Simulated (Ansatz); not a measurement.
# Work function of Ir(100): what the settings cost and change

Aim: the work function of Ir(100) across levels of theory at one geometry.

Main program and level: Ansatz 0.2.0; plane-wave DFT, PBE, Ansatz PAW, in the first sound run; inputs show where later runs differ.

**1. Starting point**

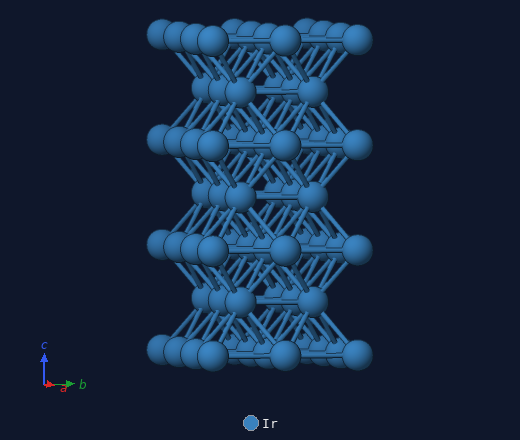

The cell as given, from the side, with the c axis up (iridium blue). 3×2×1 cells are drawn. Some periodic images of atoms are drawn too.

The cell holds 7 atoms: 7 Ir. Its edges and angles: a = 2.715 Å, b = 2.715 Å, c = 29.520 Å, α = 90.0°, β = 90.0°, γ = 90.0°. Vacuum lies along c.

**2. Run, setting PBE, Ansatz PAW (420 eV)**

A work function rests on the faint tail of the density, so the SCF threshold is tight. PBE on the default files comes first; the next runs keep the geometry and change functional or files, each at the cutoff that its files recommend; a relaxation and, for heavy metals, spin-orbit coupling close the ladder.

File input.yaml:

```yaml
crystal:
  lattice:
    - [2.7152900398, 0.0, 0.0]
    - [0.0, 2.7152900398, 0.0]
    - [0.0, 0.0, 29.52]
  atoms:
    - { symbol: Ir, position: [0.0, 0.0, 0.3048780488] }
    - { symbol: Ir, position: [0.5, 0.5, 0.3699186992] }
    - { symbol: Ir, position: [0.0, 0.0, 0.4349593496] }
    - { symbol: Ir, position: [0.5, 0.5, 0.5] }
    - { symbol: Ir, position: [0.0, 0.0, 0.5650406504] }
    - { symbol: Ir, position: [0.5, 0.5, 0.6300813008] }
    - { symbol: Ir, position: [0.0, 0.0, 0.6951219512] }
kpoints:
  mp_grid: { grid: [15, 15, 1] }
hamiltonian:
  xc: pbe
scf:
  occupations: { method: fermi_dirac, width: 0.1 }
  convergence: { dr2_threshold: 1.0e-09 }
efield:
  axis: 3
  dipole_correction: true
  ramp_position: 0.97
  ramp_width: 0.06
output:
  write_potential: true
  write_density: true
  volumetric_format: npy
  elf: true
```

Run with:

```bash
$ ansatz run input.yaml --threads 4 --pin off --max-ram 6144MiB --backend cpu --events-out ev --progress --plain --runs-dir out
```

Numbers of over 12 decimals in the logs are rounded to 6 here.

Output:

```text
Engine: ansatz 0.2.0, aarch64-unknown-linux-gnu
Pseudopotentials: kind: paw
Pseudopotential: Ir, paw, valence charge 17, recommended cutoff 420 eV (normal), Ir.paw.azcp
Functional definition: PBE
  parameter kappa = 0.804
  parameter beta = 0.066725
  exchange = pbe_x(kappa = kappa, mu = beta*pi^2/3)
  correlation = pbe_c(beta = beta)
Crystal: 7 atoms, lattice volume = 217.645 Å³
Basis set: ecut = 420 eV, 4335 PW (Γ)
Bands: 72, of which v1, the nominal top of the filled ones, is band 60 counted from 1 (59 counted from 0)
Symmetry: 8 space group operations
k-points: 36 of 225
Non-local potential: Ir, projectors of the file, l = 0: 3, l = 1: 2, l = 2: 2, l = 3: 1
PAW form: soft (Blöchl's): semilocal exchange-correlation on the pseudo side does not see the compensation charge
PAW one-centre angular grid: Ir, 590 points (default); XC on 64 Gauss nodes
Initial density: superposition of atomic densities (neutral atoms: chi_scale 0, normalization atom), corrected by the library's trained network
Initial wavefunctions: pseudopotential atomic-orbital guess
Functional: x = pbe(κ = 0.804, μ = 0.219515), c = pbe(β = 0.066725)
SCF iter   1: F=—  HF=-83544.669628 eV  |F-HF|=—  |Δ(HF+E_count)|=         —  Δρ=1.37e-2  dr2=8.67e0  ethr=1.77e-3  p=0.000 e·Å  D=3.08e-14 V/Å  ΔV_dip=-0.00 eV  dr2_dipole=1.21e-7  V_vac-E_F(+/−)=5.04/5.04 eV  ⟨swp⟩=7.6  Hψ=10841  notcnv=0  defer=12
efield: sawtooth ramp at fractional position 0.9700 (set: `efield.ramp_position`, or a place that a band, a saddle search or an elastic batch's reference lends), width 0.0600; the density the first Hamiltonian is built on has a dipole p = 0.000 e·Å; the dipole correction subtracts the counter field D = 3.08e-14 V/Å, which shifts the + side's vacuum level by -0.00 eV against the − side's; the planar-averaged density in the ramp window peaks in size at 4.1e-6 e/Å³
preconditioner: auto → LDOS  [metal: Δε(μ)=0.031 eV  Ē_g=6.477 eV  σ=0.100 eV  W_gap=0.08  n_scr=58 (ndim 8)  ℏωp=20.0 eV  f_vac=0.495  D(μ)=6.87/eV (n_scr^D=42)  β→1.0]
SCF iter   2: F=—  HF=-83544.557128 eV  |F-HF|=—  |Δ(HF+E_count)|=   1.12e-1  Δρ=3.70e-3  dr2=2.33e-1  ethr=1.77e-3  p=0.000 e·Å  D=6.72e-6 V/Å  ΔV_dip=-0.00 eV  dr2_dipole=1.63e-8  V_vac-E_F(+/−)=5.52/5.52 eV  ⟨swp⟩=2.3  Hψ=3103  notcnv=0  defer=26
SCF iter   3: F=—  HF=-83544.553649 eV  |F-HF|=—  |Δ(HF+E_count)|=   3.48e-3  Δρ=1.60e-3  dr2=1.66e-2  ethr=1.96e-4  p=0.000 e·Å  D=5.97e-7 V/Å  ΔV_dip=-0.00 eV  dr2_dipole=8.71e-10  V_vac-E_F(+/−)=5.46/5.46 eV  ⟨swp⟩=2.0  Hψ=3641  notcnv=0  defer=29
SCF iter   4: F=—  HF=-83544.550355 eV  |F-HF|=—  |Δ(HF+E_count)|=   3.29e-3  Δρ=3.75e-4  dr2=7.09e-4  ethr=1.39e-5  p=0.000 e·Å  D=9.57e-7 V/Å  ΔV_dip=-0.00 eV  dr2_dipole=6.11e-9  V_vac-E_F(+/−)=5.51/5.51 eV  ⟨swp⟩=2.6  Hψ=3908  notcnv=0  defer=29
SCF iter   5: F=—  HF=-83544.550413 eV  |F-HF|=—  |Δ(HF+E_count)|=   5.80e-5  Δρ=8.68e-5  dr2=6.86e-5  ethr=5.96e-7  p=0.000 e·Å  D=4.80e-7 V/Å  ΔV_dip=-0.00 eV  dr2_dipole=4.85e-10  V_vac-E_F(+/−)=5.53/5.53 eV  ⟨swp⟩=2.6  Hψ=4000  notcnv=0  defer=29
SCF iter   6: F=—  HF=-83544.550412 eV  |F-HF|=—  |Δ(HF+E_count)|=   1.07e-6  Δρ=4.05e-5  dr2=9.25e-6  ethr=5.76e-8  p=0.000 e·Å  D=5.25e-8 V/Å  ΔV_dip=-0.00 eV  dr2_dipole=5.36e-12  V_vac-E_F(+/−)=5.54/5.54 eV  ⟨swp⟩=2.2  Hψ=3984  notcnv=0  defer=29
SCF iter   7: F=—  HF=-83544.549964 eV  |F-HF|=—  |Δ(HF+E_count)|=   4.48e-4  Δρ=1.55e-5  dr2=1.00e-6  ethr=7.77e-9  p=0.000 e·Å  D=4.29e-8 V/Å  ΔV_dip=-0.00 eV  dr2_dipole=8.89e-12  V_vac-E_F(+/−)=5.55/5.55 eV  ⟨swp⟩=2.5  Hψ=4315  notcnv=0  defer=26
SCF iter   8: F=—  HF=-83544.549965 eV  |F-HF|=—  |Δ(HF+E_count)|=   6.17e-7  Δρ=4.87e-6  dr2=8.35e-8  ethr=8.41e-10  p=0.000 e·Å  D=3.11e-8 V/Å  ΔV_dip=-0.00 eV  dr2_dipole=8.15e-13  V_vac-E_F(+/−)=5.55/5.55 eV  ⟨swp⟩=2.6  Hψ=4313  notcnv=0  defer=26
SCF iter   9: F=—  HF=-83544.549965 eV  |F-HF|=—  |Δ(HF+E_count)|=   1.05e-7  Δρ=1.46e-6  dr2=4.36e-9  ethr=7.01e-11  p=0.000 e·Å  D=1.00e-9 V/Å  ΔV_dip=-0.00 eV  dr2_dipole=4.31e-14  V_vac-E_F(+/−)=5.55/5.55 eV  ⟨swp⟩=2.8  Hψ=4851  notcnv=0  defer=26
SCF iter  10: F=-83544.549965 eV  HF=-83544.549965 eV  |F-HF|=2.17e-9  |Δ(HF+E_count)|=   3.19e-8  Δρ=4.41e-7  dr2=4.31e-10  ethr=1.00e-12  p=0.000 e·Å  D=6.69e-9 V/Å  ΔV_dip=-0.00 eV  dr2_dipole=9.20e-16  V_vac-E_F(+/−)=5.55/5.55 eV  ⟨swp⟩=9.9  Hψ=7399  notcnv=0
SCF 1 converged in 10 iterations: F = -83544.549965 eV  dr2 = 4.31e-10
  greatest PAW one-centre occupation: 1.000 electrons in one spin orbital (limit 2), on the Ir atom at site 4 (counted from 0), in its partial waves of l = 0
WARN: The output density's exchange-correlation potential varies sharply where the density is thin. Do not read a vacuum level from v_tot or v_xc, or from such a field of the output density. On a cell that repeats whose density bears no net charge and no dipole along the vacuum's axis use v_es (v_loc + v_h of the components); under efield.dipole_correction with no amplitude use v_es + v_field, which holds any externa [...]
SCF converged after 10 iterations
Free energy (F): -83544.549965 eV
Harris-Foulkes:  -83544.549965 eV  (|F-HF|=2.17e-9)
Internal energy: -83544.300404 eV  (E = F + TS)
E sigma→0 (E₀):  -83544.425184 eV
Entropy (-TS):   -0.249561 eV (-35.652 meV/atom)
Fermi energy:    8.683299 eV
Dipole field:    D = -0.000000 V/Å  (p = -0.000000 e·Å, saw-weighted, corrected)
Work function:   Φ+ = 5.5472 eV   Φ− = 5.5472 eV
Levels:          The Fermi level and band energies are counted from a zero that moves with the ramp; work functions are not
--- Per-component energies (eV) ---
  E_band       = -2578.598778
  E_kinetic    = 4355.853720
  E_local      = -263580.210039  (includes V_loc(G=0)·N_el)
  E_nonlocal   = 510.352286
  E_hartree    = 129927.171577
  E_xc         = -1871.952199
  E_vxc        = -2095.377384  (∫ρ·V_xc dr)
  E_paw        = -64564.104818  (= ΣΔE_a)
  E_vpaw       = -1623.557577  (= ΣTr[D̂ρ^β])
  E_aug_tail   = 0.000382  (compensation charges beyond the density's cutoff)
  E_efield     = 0.000000  (sawtooth field / dipole correction)
  E_vefield    = 0.000000  (∫n·V_field dr)
  E_ewald      = 111678.588687
  E_smearing   = -0.249561  (= −TS)
  E_closure    = -0.000000  (closes the sum)
  Σ components = -83544.549965   (vs F -83544.549965, Δ=0.00e0)
--- Band table (eV; the first three rows and the last of 36) ---
  k-point 0: bands = [... 56 lower, 7.8986, 7.9347, 8.3231, 8.4533, 8.4533, 8.7999, 9.2607, 9.4322, ... 8 higher]
  k-point 1: bands = [... 56 lower, 7.6925, 7.8631, 8.1553, 8.3882, 8.6241, 8.8173, 8.9235, 9.0221, ... 8 higher]
  k-point 2: bands = [... 56 lower, 7.5243, 7.6363, 7.9796, 8.0416, 8.2356, 8.6336, 8.6949, 9.0158, ... 8 higher]
  k-point 35: bands = [... 56 lower, 9.7947, 10.0716, 10.0801, 10.0939, 10.1075, 10.7330, 10.8146, 11.1743, ... 8 higher]
```

Run time: 44 s. Hardware: 4 threads of Arm Neoverse N1, shared host; peak memory 0.93 GiB.

Numbers from this step:

```yaml
energy_at_zero_smearing: -83544.4252 eV
work_function_upper_face: 5.547 eV
```

Running mean over 1.92 Å of the planar mean; the ramp of the sawtooth is left out. Electron's electrostatic potential energy less the Fermi level against z:

```tsv
z (Å)	electron's electrostatic potential energy less the Fermi level (eV)
5.0	5.54
7.5	2.22
10.0	-13.2
12.5	-13.5
15.0	-13.6
17.5	-13.5
20.0	-13.0
22.5	4.67
25.0	5.55
```

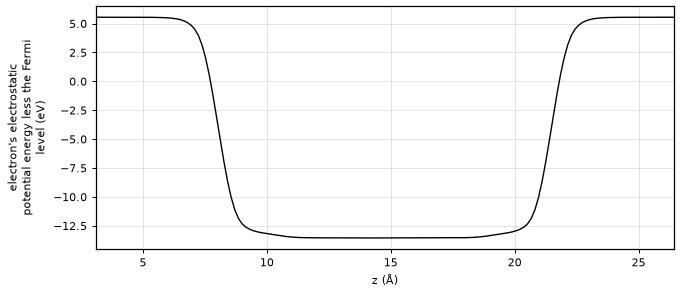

Electron's electrostatic potential energy less the Fermi level against z.

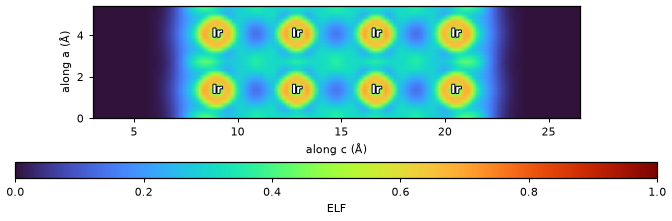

ELF in the ca plane at fractional y = 0.000, with atoms of Ir within 0.2 Å of it. It is the smooth field of the valence electrons, not physical close to the nuclei. The map starts off the cell's origin, so that atoms lie inside it. The far vacuum is left out of the map.

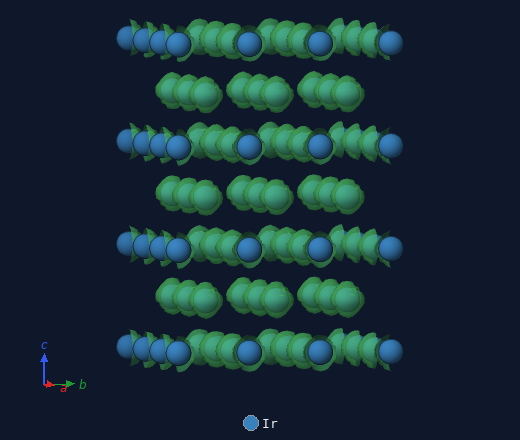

Surface of ELF = 0.63. 3×3×1 cells are drawn.

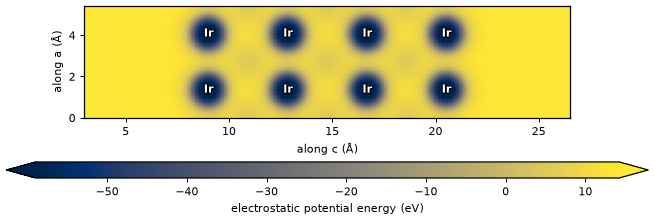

Electrostatic potential energy in the ca plane at fractional y = 0.000, with atoms of Ir within 0.2 Å of it. With pseudopotentials it is smooth inside the atoms' cores, unlike the true potential. The map starts off the cell's origin, so that atoms lie inside it. The far vacuum is left out of the map.

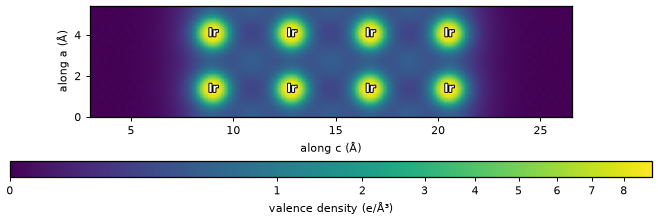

Valence density in the ca plane at fractional y = 0.000, with atoms of Ir within 0.2 Å of it. It is the smooth field of the valence electrons, not physical close to the nuclei. The map starts off the cell's origin, so that atoms lie inside it. The colour scale is stretched toward low values. The far vacuum is left out of the map.

The work function is 5.547 eV.

**3. Run**

This step: plane-wave DFT, LDA, Ansatz PAW (Ansatz 0.2.0).

Edit input.yaml of step 2 so:

```diff
@@ -16,3 +16,3 @@
 hamiltonian:
-  xc: pbe
+  xc: lda
 scf:
@@ -29,2 +29 @@
   volumetric_format: npy
-  elf: true
```

Output:

```text
[...]
Crystal: 7 atoms, lattice volume = 217.645 Å³
Basis set: ecut = 420 eV, 4335 PW (Γ)
Bands: 72, of which v1, the nominal top of the filled ones, is band 60 counted from 1 (59 counted from 0)
Symmetry: 8 space group operations
k-points: 36 of 225
[...]
k-point 0: bands = [... 56 lower, 7.5515, 7.5682, 7.9762, 8.0897, 8.0897, 8.4549, 8.9177, 9.0690, ... 8 higher]
  k-point 1: bands = [... 56 lower, 7.3283, 7.5130, 7.7998, 8.0378, 8.2586, 8.4603, 8.5749, 8.6696, ... 8 higher]
  k-point 2: bands = [... 56 lower, 7.1685, 7.2781, 7.6285, 7.6804, 7.8824, 8.2646, 8.3460, 8.6596, ... 8 higher]
  k-point 35: bands = [... 56 lower, 9.4327, 9.7045, 9.7136, 9.7302, 9.7455, 10.3706, 10.4514, 10.8231, ... 8 higher]
[key lines of the parts left out:]
SCF converged after 10 iterations
Free energy (F): -81640.427678 eV
Fermi energy:    8.327675 eV
Dipole field:    D = 0.000000 V/Å  (p = 0.000000 e·Å, saw-weighted, corrected)
Work function:   Φ+ = 5.9008 eV   Φ− = 5.9008 eV
```

Wall time 42 s (4 threads); peak memory 0.92 GiB; 2.6 min of CPU time.

The work function is 5.901 eV, +0.354 eV from the run “PBE, Ansatz PAW (420 eV)”, at 0.98 times its CPU time.

**4. Slab**

This step: plane-wave DFT, PBEsol, Ansatz PAW (Ansatz 0.2.0).

Edit input.yaml of step 3 so:

```diff
@@ -16,3 +16,3 @@
 hamiltonian:
-  xc: lda
+  xc: pbesol
 scf:
```

Output:

```text
[...]
Crystal: 7 atoms, lattice volume = 217.645 Å³
Basis set: ecut = 420 eV, 4335 PW (Γ)
Bands: 72, of which v1, the nominal top of the filled ones, is band 60 counted from 1 (59 counted from 0)
Symmetry: 8 space group operations
k-points: 36 of 225
[...]
k-point 0: bands = [... 56 lower, 7.7602, 7.7632, 8.1853, 8.3018, 8.3018, 8.6638, 9.1263, 9.2836, ... 8 higher]
  k-point 1: bands = [... 56 lower, 7.5351, 7.7224, 8.0091, 8.2482, 8.4674, 8.6578, 8.7835, 8.8812, ... 8 higher]
  k-point 2: bands = [... 56 lower, 7.3775, 7.4836, 7.8373, 7.8846, 8.0922, 8.4770, 8.5545, 8.8728, ... 8 higher]
  k-point 35: bands = [... 56 lower, 9.6429, 9.9236, 9.9322, 9.9476, 9.9622, 10.5856, 10.6692, 10.9954, ... 8 higher]
[key lines of the parts left out:]
SCF converged after 10 iterations
Free energy (F): -82590.169246 eV
Fermi energy:    8.536816 eV
Dipole field:    D = 0.000000 V/Å  (p = 0.000000 e·Å, saw-weighted, corrected)
Work function:   Φ+ = 5.6711 eV   Φ− = 5.6711 eV
```

Run time: 41 s. Hardware: 4 threads; peak memory 0.92 GiB.

The work function is 5.671 eV, +0.124 eV from the run “PBE, Ansatz PAW (420 eV)”, at 0.97 times its CPU time.

**5. Slab**

This step: plane-wave DFT, RPBE, Ansatz PAW (Ansatz 0.2.0).

Edit input.yaml of step 4 so:

```diff
@@ -16,3 +16,3 @@
 hamiltonian:
-  xc: pbesol
+  xc: rpbe
 scf:
```

Output:

```text
[...]
Crystal: 7 atoms, lattice volume = 217.645 Å³
Basis set: ecut = 420 eV, 4335 PW (Γ)
Bands: 72, of which v1, the nominal top of the filled ones, is band 60 counted from 1 (59 counted from 0)
Symmetry: 8 space group operations
k-points: 36 of 225
[...]
k-point 0: bands = [... 56 lower, 8.0158, 8.0695, 8.4401, 8.5732, 8.5732, 8.9157, 9.3758, 9.5508, ... 8 higher]
  k-point 1: bands = [... 56 lower, 7.8146, 7.9812, 8.2738, 8.5060, 8.7535, 8.9381, 9.0398, 9.1394, ... 8 higher]
  k-point 2: bands = [... 56 lower, 7.6440, 7.7600, 8.0975, 8.1681, 8.3541, 8.7631, 8.8118, 9.1342, ... 8 higher]
  k-point 35: bands = [... 56 lower, 9.9146, 10.1911, 10.1999, 10.2131, 10.2260, 10.8522, 10.9334, 11.2994, ... 8 higher]
[key lines of the parts left out:]
SCF converged after 10 iterations
Free energy (F): -83638.837981 eV
Fermi energy:    8.802747 eV
Dipole field:    D = 0.000000 V/Å  (p = 0.000000 e·Å, saw-weighted, corrected)
Work function:   Φ+ = 5.3908 eV   Φ− = 5.3908 eV
```

Run time: 41 s. Hardware: 4 threads; peak memory 0.93 GiB.

The work function is 5.391 eV, -0.156 eV from the run “PBE, Ansatz PAW (420 eV)”, at 0.98 times its CPU time.

**6. Slab**

This step: plane-wave DFT, r2SCAN, Ansatz PAW (Ansatz 0.2.0).

Edit input.yaml of step 5 so:

```diff
@@ -16,3 +16,3 @@
 hamiltonian:
-  xc: rpbe
+  xc: r2scan
 scf:
```

Output:

```text
[...]
Crystal: 7 atoms, lattice volume = 217.645 Å³
Basis set: ecut = 500 eV, 5375 PW (Γ), exchange–correlation on 80×80×864 points (64 copies of the dense FFT grid, shifted against one another)
Bands: 72, of which v1, the nominal top of the filled ones, is band 60 counted from 1 (59 counted from 0)
Symmetry: 8 space group operations
k-points: 36 of 225
[...]
k-point 0: bands = [... 56 lower, 7.6651, 7.7877, 8.1086, 8.3116, 8.3116, 8.6016, 9.0791, 9.3334, ... 8 higher]
  k-point 1: bands = [... 56 lower, 7.5181, 7.6377, 7.9707, 8.1888, 8.5058, 8.6895, 8.7495, 8.8611, ... 8 higher]
  k-point 2: bands = [... 56 lower, 7.3092, 7.4536, 7.7682, 7.8920, 8.0422, 8.5121, 8.5159, 8.8644, ... 8 higher]
  k-point 35: bands = [... 56 lower, 9.7060, 10.0031, 10.0104, 10.0177, 10.0243, 10.6643, 10.7486, 11.1469, ... 8 higher]
[key lines of the parts left out:]
SCF converged after 15 iterations
Free energy (F): -83638.159916 eV
Fermi energy:    8.524387 eV
Dipole field:    D = -0.000008 V/Å  (p = -0.000009 e·Å, saw-weighted, corrected)
Work function:   Φ+ = 5.6230 eV   Φ− = 5.6228 eV
```

It took 2 min on 4 threads; peak memory 1.3 GiB; 6.9 min of CPU time.

The work function is 5.623 eV, +0.076 eV from the run “PBE, Ansatz PAW (420 eV)”, at 2.6 times its CPU time.

**7. Slab**

This step: plane-wave DFT, PBE, JTH PAW (Ansatz 0.2.0).

Edit input.yaml of step 6 so:

```diff
@@ -16,3 +16,4 @@
 hamiltonian:
-  xc: r2scan
+  xc: pbe
+  pseudopotentials: { kind: paw, source: jth }
 scf:
```

Output:

```text
[...]
k-point 0: bands = [... 49 lower, 7.6320, 7.6529, 8.0549, 8.1849, 8.1849, 8.5312, 8.9914, 9.1635, ... 6 higher]
  k-point 1: bands = [... 49 lower, 7.4215, 7.5959, 7.8875, 8.1197, 8.3524, 8.5431, 8.6548, 8.7529, ... 6 higher]
  k-point 2: bands = [... 49 lower, 7.2562, 7.3664, 7.7122, 7.7703, 7.9666, 8.3612, 8.4263, 8.7454, ... 6 higher]
  k-point 35: bands = [... 49 lower, 9.5236, 9.8033, 9.8114, 9.8250, 9.8384, 10.4601, 10.5423, 10.8874, ... 6 higher]
[key lines of the parts left out:]
SCF converged after 12 iterations
Free energy (F): -78112.646202 eV
Fermi energy:    8.413685 eV
Dipole field:    D = -0.000002 V/Å  (p = -0.000003 e·Å, saw-weighted, corrected)
Work function:   Φ+ = 5.5515 eV   Φ− = 5.5514 eV
```

Wall time 3.5 min (4 threads); peak memory 1.5 GiB.

The work function is 5.551 eV, +0.004 eV from the run “PBE, Ansatz PAW (420 eV)”, at 4.2 times its CPU time.

**8. Run**

This step: plane-wave DFT, PBE, norm-conserving (Ansatz 0.2.0).

Edit input.yaml of step 7 so:

```diff
@@ -17,3 +17,3 @@
   xc: pbe
-  pseudopotentials: { kind: paw, source: jth }
+  pseudopotentials: { kind: nc }
 scf:
```

Output:

```text
[...]
Crystal: 7 atoms, lattice volume = 217.645 Å³
Basis set: ecut = 925.187132 eV, 13939 PW (Γ)
Bands: 72, of which v1, the nominal top of the filled ones, is band 60 counted from 1 (59 counted from 0)
Symmetry: 8 space group operations
k-points: 36 of 225
[...]
k-point 0: bands = [... 56 lower, 7.9551, 7.9893, 8.3791, 8.5069, 8.5069, 8.8557, 9.3165, 9.4857, ... 8 higher]
  k-point 1: bands = [... 56 lower, 7.7465, 7.9191, 8.2099, 8.4437, 8.6779, 8.8721, 8.9787, 9.0768, ... 8 higher]
  k-point 2: bands = [... 56 lower, 7.5792, 7.6908, 8.0349, 8.0957, 8.2904, 8.6873, 8.7502, 9.0698, ... 8 higher]
  k-point 35: bands = [... 56 lower, 9.8487, 10.1246, 10.1332, 10.1474, 10.1612, 10.7860, 10.8672, 11.2314, ... 8 higher]
[key lines of the parts left out:]
SCF converged after 8 iterations
Free energy (F): -25142.629040 eV
Fermi energy:    8.737799 eV
Dipole field:    D = -0.000002 V/Å  (p = -0.000002 e·Å, saw-weighted, corrected)
Work function:   Φ+ = 5.5468 eV   Φ− = 5.5468 eV
```

The job ended after 2.7 min (4 threads; peak memory 2.2 GiB; 9.4 min of CPU time).

The work function is 5.547 eV, -0.000 eV from the run “PBE, Ansatz PAW (420 eV)”, at 3.6 times its CPU time.

[end of part 1 of 2]

[Logs are printed without paths, hosts, clocks, repeated set-up lines and the standing remarks that a program may print on its own settings, such as how far it seeks lower states.]

[Hosts, paths, dates, database ids (printed as entryN), source tags and the programs' standing remarks are cut or masked in the printed files.]

[Maps of the electrostatic potential energy from Ansatz leave out the sawtooth potential of an applied field or a dipole correction, so their vacuum need not be flat; planar profiles and work functions include it.]
